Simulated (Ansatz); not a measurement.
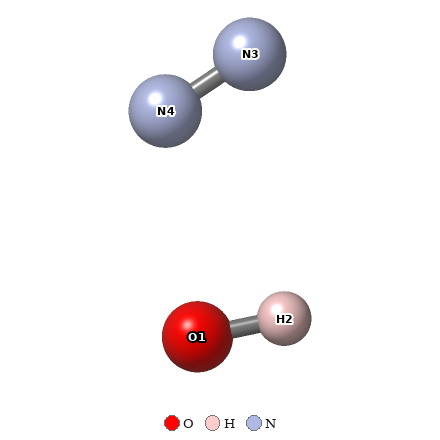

The system is the pair HO···N₂, charge −1; the picture shows the reference structure. The turn is about an axis along (−0.94, −0.34, 0.02) in the frame of the relaxed pair, normal to the line between the partners. First axis: distance N4···O1. Second axis: turn of O1, H2 about N4. Grid: 15 × 15 points. Energies: eV, counted from the ion and the molecule far apart, frozen as in the relaxed pair, each in its own basis (no counterpoise correction). All numbers below come from Ansatz, RKS PBE-D4/def2-TZVPD.

Its coordinates:

```xyz
4

O     0.1420   -0.4804   -1.3898
H    -0.1913    0.4343   -1.3308
N    -0.1436    0.4988    1.6007
N     0.1929   -0.4528    1.1198
```

Range: distance N4···O1 from 2.109 to 3.509 Å; turn of O1, H2 about N4 from −90.0 to 90.0°.

Question: Predict the map.

Answer: The lowest grid point is at distance N4···O1 = 3.371 Å, turn of O1, H2 about N4 = −77.1°, −0.30 eV from the ion and the molecule far apart, frozen as in the relaxed pair, each in its own basis (no counterpoise correction). The energy also falls towards the edge at distance N4···O1 = 3.237 Å, turn of O1, H2 about N4 = 90.0° (0.18 eV above the lowest), where a further well may lie outside the range. A higher local minimum lies near distance N4···O1 = 2.536 Å, turn of O1, H2 about N4 = 0.0° (0.005 eV above the lowest at that grid point). The highest grid point, distance N4···O1 = 2.109 Å, turn of O1, H2 about N4 = −90.0°, lies 5.91 eV above the lowest. At the highest point the unbonded atoms O1···N3 come to 1.20 Å, against 2.59 Å at the lowest; the sum of their van der Waals radii is about 3.2 Å.

```csv
"turn of O1, H2 about N4 ↓, distance N4···O1 →",2.109,2.143,2.200,2.271,2.351,2.440,2.536,2.639,2.748,2.863,2.983,3.107,3.237,3.371,3.509
90.0,0.34,0.28,0.20,0.12,0.05,0.00,−0.05,−0.08,−0.10,−0.11,−0.12,−0.12,−0.12,−0.12,−0.12
77.1,0.62,0.54,0.44,0.33,0.23,0.15,0.08,0.03,0.00,−0.03,−0.05,−0.06,−0.07,−0.07,−0.08
64.3,0.77,0.69,0.56,0.43,0.32,0.22,0.14,0.09,0.04,0.01,−0.02,−0.03,−0.04,−0.05,−0.06
51.4,0.64,0.57,0.45,0.34,0.23,0.15,0.08,0.03,−0.01,−0.03,−0.05,−0.06,−0.07,−0.08,−0.08
38.6,0.38,0.32,0.23,0.14,0.07,0.01,−0.04,−0.07,−0.09,−0.11,−0.12,−0.12,−0.12,−0.12,−0.12
25.7,0.11,0.07,0.01,−0.05,−0.10,−0.14,−0.16,−0.18,−0.18,−0.18,−0.18,−0.18,−0.17,−0.16,−0.15
12.9,−0.10,−0.13,−0.17,−0.20,−0.23,−0.25,−0.26,−0.26,−0.25,−0.24,−0.23,−0.22,−0.20,−0.19,−0.18
0.0,−0.18,−0.20,−0.23,−0.26,−0.28,−0.29,−0.30,−0.29,−0.28,−0.27,−0.25,−0.24,−0.22,−0.20,−0.19
−12.9,−0.07,−0.10,−0.15,−0.19,−0.22,−0.24,−0.25,−0.25,−0.25,−0.24,−0.23,−0.22,−0.21,−0.19,−0.18
−25.7,0.30,0.24,0.16,0.08,0.01,−0.05,−0.10,−0.13,−0.15,−0.16,−0.16,−0.16,−0.16,−0.15,−0.15
−38.6,1.04,0.92,0.74,0.55,0.39,0.25,0.14,0.05,−0.01,−0.06,−0.09,−0.11,−0.12,−0.13,−0.13
−51.4,1.82,1.59,1.27,0.94,0.65,0.41,0.22,0.07,−0.04,−0.11,−0.15,−0.18,−0.19,−0.20,−0.19
−64.3,2.55,2.23,1.77,1.30,0.88,0.53,0.25,0.04,−0.10,−0.19,−0.25,−0.28,−0.28,−0.28,−0.27
−77.1,3.69,3.31,2.73,2.11,1.53,1.02,0.60,0.27,0.03,−0.13,−0.23,−0.28,−0.30,−0.30,−0.29
−90.0,5.61,5.08,4.35,3.62,2.94,2.29,1.69,1.15,0.71,0.38,0.14,−0.01,−0.11,−0.16,−0.19
```

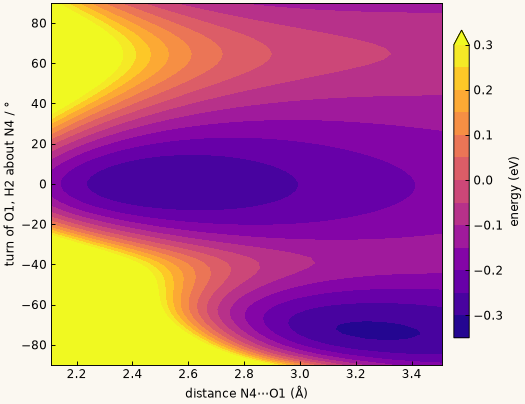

The picture shows filled contours, one colour for all values above the top of the scale. Between grid points the surface is interpolated.

Each point was launched as `ansatz run input.yaml --threads 1 --pin off --max-ram 2560MiB --backend cpu --events-out ev --progress --plain --runs-dir out`. Time for the 225 points that were run: 17 min on 1 thread of Arm Neoverse N1 (shared host).
